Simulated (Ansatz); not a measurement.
The calculation's input:

```
crystal:
  periodic: [false, false, false]
  atoms:
    - {symbol: B, position_ang: [0.560799, 0.530476, -0.118829]}
    - {symbol: Al, position_ang: [-0.569767, -1.222277, -0.034874]}
    - {symbol: Cl, position_ang: [0.012473, 1.845656, -1.150807]}
    - {symbol: H, position_ang: [-1.746057, -1.721246, 0.920422]}
    - {symbol: H, position_ang: [1.657960, 0.652275, 0.342621]}
basis:
  gaussian: {orbitals: def2-TZVPP}
magnetization: {spin_polarized: true, initial_magnetization: 1}
hamiltonian: {xc: pbe0, dispersion: d4}
output: {orbitals: {seedname: orbitals}}
```

Command:

```sh
ansatz run in.yaml --threads 2 --pin off --events-out ev --progress --plain --max-ram 4352MiB
```

Geometry: PBE0-D4/def2-TZVP.

Theory: UKS PBE0-D4/def2-TZVPP in Ansatz.

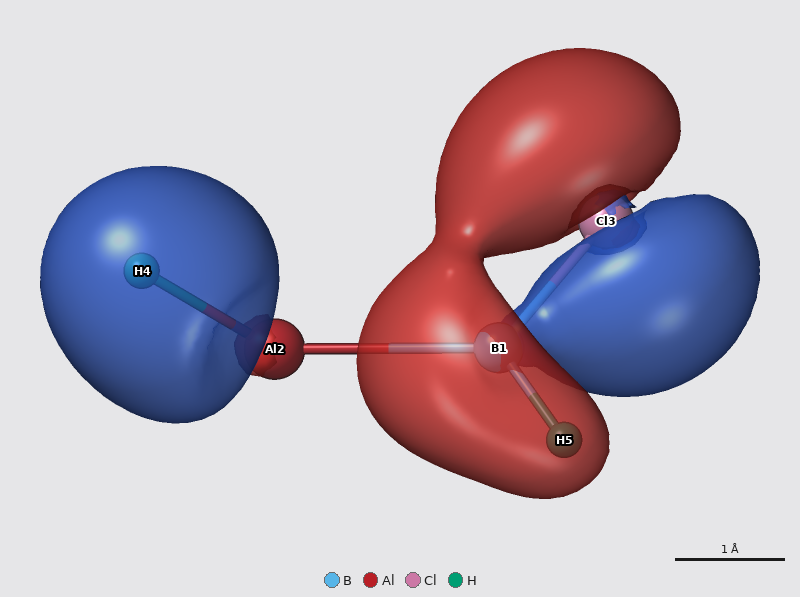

AlBClH2 (doublet). The HOMO−1 (β) at ±0.1 Å⁻³ᐟ² (red and blue are the two phases), seen at a tilt.

> Where does this orbital lie, and at what energy?

Its weight (Hirshfeld) is mainly on Cl3 (about 55 %), H4 (about 15 %), Al2 (about 15 %) and B1 (about 10 %). Its energy is −9.55 eV.
